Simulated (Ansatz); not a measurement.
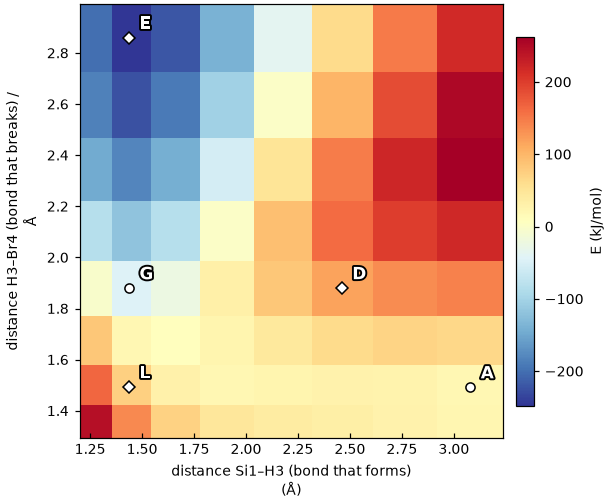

The reacting system BrClH₂Si (fragments ClHSi + BrH where the first distance is long, BrClH₂Si where the second is long). Coordinates scanned: (1) distance Si1–H3 (bond that forms); (2) distance H3–Br4 (bond that breaks). Relaxed at each point: all other coordinates. Grid: 8 × 8 points. Points are written as (first, second). All energies are given in kJ/mol relative to a guessed transition structure relaxed with its forming and breaking bonds held. The reference is spin-restricted, so regions where a bond is pulled apart into radicals lie too high. Method: RKS r2SCAN-D4/def2-SVP (Ansatz 0.2.0).

In the figure: one coloured cell a grid point, lettered points.

### Rank the lettered points by energy, lowest first.

E (−248 kJ/mol), G (−46 kJ/mol), A (20 kJ/mol), L (75 kJ/mol), D (117 kJ/mol).
